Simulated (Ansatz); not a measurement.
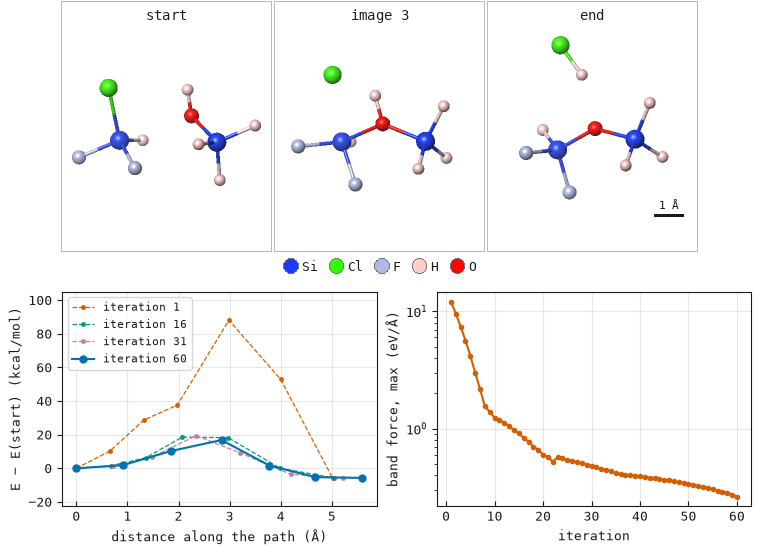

NEB run on Si2H5OClF2, made up of SiHClF2 and SiH₄O. Images are numbered from 0 (start) to 6 (end). The plot follows the band through its iterations. A ball-and-stick model, seen at a tilt.

Theory: RKS B3LYP-D4/def2-SVP in Ansatz. Set-up: 5 movable images; climbing image; force threshold 0.03 eV/Å; iteration limit 60; optimiser FIRE; largest step 0.02 Å; starting path through a guess of the saddle point.

Q: Did the band converge, and can the barrier be trusted?

A: The result isn't final. The band hadn't converged when the run stopped after 60 iterations. The largest component of the band force went from 12 to 0.26 eV/Å. The barrier read from it is provisional: over the last two iterations the highest image moved from 17.4 kcal/mol to 16.8 kcal/mol. The step length is far from the usual. The first iteration put the highest image at 88.1 kcal/mol. Forward barrier 16.8 kcal/mol, backward barrier 22.5 kcal/mol, with image 3 at the top; the reaction energy is −5.7 kcal/mol.

Limits of the set-up: the start holds two separate molecules, 2.7 Å apart at their closest, whose relative position is a soft coordinate.

Cost: 15 min on 4 threads of Arm Neoverse N1, with other jobs on the host, peak memory 0.35 GiB.
